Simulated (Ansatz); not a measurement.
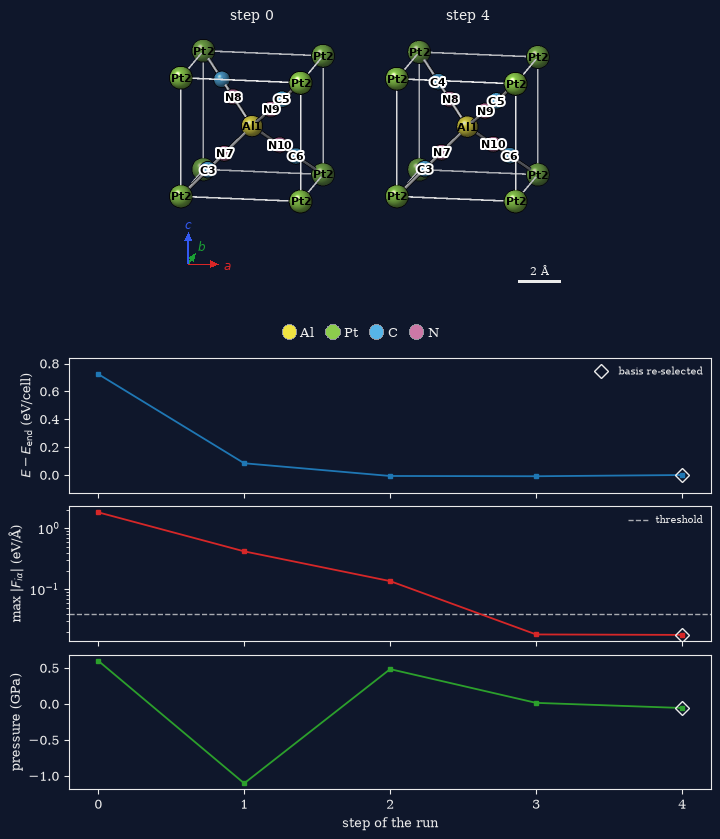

First and last geometry of a relaxation of a crystal of AlPtC4N4 (a generated structure, set up in P-43m) (coarse preliminary run), with the history of the run. The picture is a ball-and-stick view of the cell of the calculation, seen slightly off an axis.

The calculation used DFT PBE, scalar-relativistic, plane waves, PAW (Ansatz 0.2.0). Set-up: plane-wave cutoff 420 eV; k-point mesh 4 × 4 × 4; occupations gaussian; smearing width 0.1 eV; no spin polarisation; cell and atoms relaxed; force threshold 0.04 eV/Å; at most 70 steps.

> Read the history and describe the run.

It converged. The largest moves relative to the cell, 0.11 Å, are those of N7, N8, N9 and N10. N8 goes along [1 −1 −1]. By element the largest moves are N 0.11 Å, C 0.09 Å. Pt and Al stay in place. The drawn cell changes as follows: a = b = c 5.831 → 5.781 Å (−0.9 %); the volume changes by −2.6 %. Some distances before and after: Al1–N10 1.963 → 1.840 Å, Pt2–C3 1.917 → 1.986 Å, C3–N7 1.170 → 1.180 Å. The space group stays P-43m (No. 215). Over 3 accepted moves (4 points after the start) the energy falls by 0.725 eV per cell of the calculation. The largest force component goes from 1.8 to 0.018 eV/Å. The pressure goes from 0.60 to −0.06 GPa. At 1 point the geometry stayed and the basis and grid were re-selected for the new cell (energy shift of 8.7 meV per cell of the calculation at most each time).
